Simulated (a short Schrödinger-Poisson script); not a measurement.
System: gated In0.52Al0.48As/In0.53Ga0.47As δ-doped gas in a quantum well, at 77 K.

| layer | material | thickness (nm) | Na (cm⁻³) |
|---|---|---|---|
| 1 | In0.52Al0.48As | 20 | - |
| 2 | In0.52Al0.48As | 10 | - |
| 3 | In0.53Ga0.47As | 6 | - |
| 4 | In0.52Al0.48As | 4000 | 4e15 |

Constants are typed, rounded textbook-type inputs, not results; the design itself was drawn at random and stands for no fabricated device. In0.52Al0.48As: permittivity 12.5, conduction-band edge (eV) 0.52, gap (eV) 1.45, electron mass (mₑ) 0.075, Nv at 300 K (cm⁻³) 1.1e19. In0.53Ga0.47As: permittivity 13.9, conduction-band edge (eV) 0, gap (eV) 0.74, Nv at 300 K (cm⁻³) 7.7e18.

Channel valleys (confinement mass, in-plane density-of-states mass, number): Γ 0.041, 0.041, 1. At the gate the conduction-band edge of layer 1 lies 0.65 eV − eVg above the Fermi level of the channel; the field vanishes at the back. Sheet of ionised δ-doping: +1.9e12 e/cm² at 20 nm from the gate. The barrier under the gate holds no holes. Gaps are held at their typed values at every temperature. Mesh 0.08 nm at interfaces.

From a short Schrödinger-Poisson script (our own, NumPy): 1D Poisson equation in equilibrium, electrons quantum, Hartree (BenDaniel-Duke, 40 states a valley, the channel's in-plane mass for all, wave functions free to enter the barrier), parabolic valleys, classical holes, full ionisation, no traps, pinning or gate leakage.

Only gate voltages with over 1e8 electrons/cm² are shown.

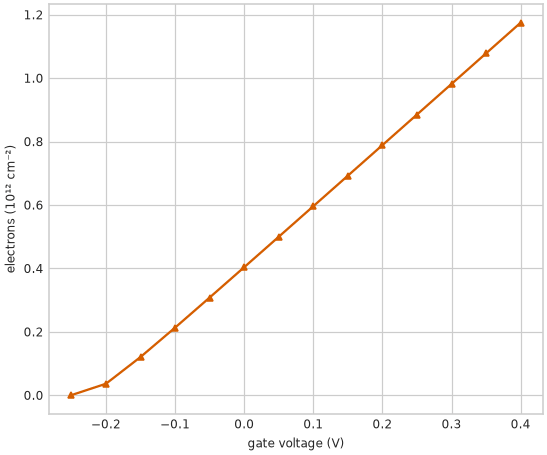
Figure. Sheet density against gate voltage

```csv
Vg (V),electrons (cm⁻²),in the channel layer,C (μF/cm²),Γ E0 (meV),Γ E1 (meV)
0.4,1.17e12,1.09e12,0.311,-68.6,149.2
0.35,1.08e12,1.00e12,0.311,-63.0,173.6
0.3,9.82e11,9.13e11,0.311,-57.3,197.3
0.25,8.85e11,8.24e11,0.311,-51.7,220.2
0.2,7.89e11,7.34e11,0.311,-46.0,240.4
0.15,6.92e11,6.45e11,0.310,-40.4,250.4
0.1,5.96e11,5.55e11,0.310,-34.8,257.3
0.05,5.00e11,4.66e11,0.310,-29.1,263.9
0,4.04e11,3.77e11,0.309,-23.4,270.4
-0.05,3.08e11,2.87e11,0.307,-17.5,276.9
-0.1,2.13e11,1.99e11,0.304,-11.3,283.8
-0.15,1.21e11,1.13e11,0.293,-4.2,291.5
-0.2,3.63e10,3.39e10,0.241,6.5,302.7
-0.25,3.58e8,3.34e8,0.0264,38.2,334.7
```

Subbands count from the Fermi level.
